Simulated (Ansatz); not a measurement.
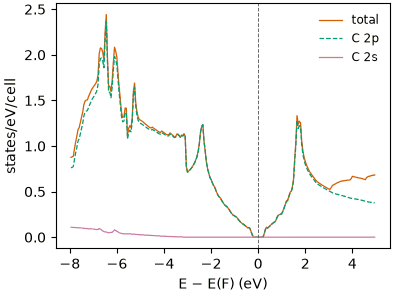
Fig. 1. Total and projected density of states of C (graphite, P6_3/mmc), PBE (plane waves, PAW; program Ansatz)

**Question.** Which orbitals carry the states next to the Fermi level?

**Answer.** Within 0.5 eV of the Fermi level: C 2p 99 %. Projections are on Löwdin-orthogonalised atomic valence shells; empty p or d shells of many metals are not among them.

**Question.** Where is the tallest occupied peak in this window, and what makes it?

**Answer.** Near -6.4 eV, about 2.4 states/eV per cell; the largest projected share is C 2p.

Symmetry was held in the PBE relaxation. The volume lies over 15 % above that of the usual cell of this phase: another minimum, or an error of the functional. A crystal of weakly bound layers computed without a dispersion correction: the cell and the soft elastic constants depend strongly on that.

Potentials: the earlier of the program's two PAW sets.
